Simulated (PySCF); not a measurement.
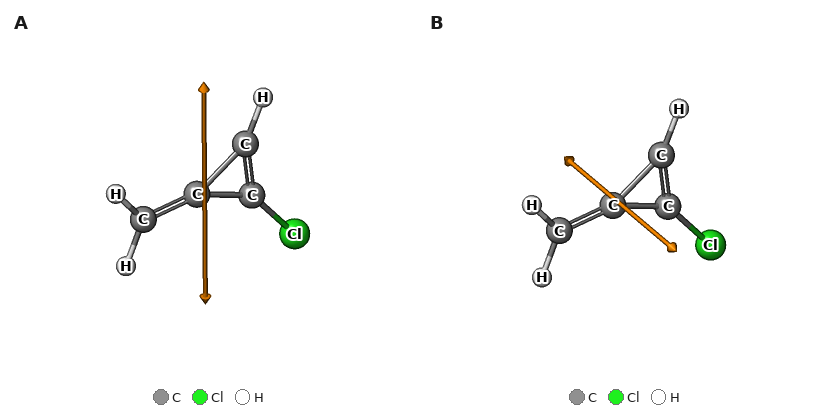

The double arrows show the directions of two transition dipoles from the ground state (lengths mean nothing). The geometry was computed by an optimisation with PBE0-D3(BJ)/def2-SVP. No frequency run is at hand to confirm it as a minimum. Level of theory: TDDFT CAM-B3LYP/def2-SVPD, vertical, gas phase, core orbitals frozen in the response (PySCF 2.14.0).

**One belongs to singlet state 1 and one to singlet state 5. Which is which?**

A: state 1, 4.62 eV (268 nm), oscillator strength 0.029, mainly HOMO → LUMO (weight 0.98).
B: state 5, 6.77 eV (183 nm), oscillator strength 0.018, mainly HOMO → LUMO+3 (weight 0.78); polarised normal to the molecular plane.
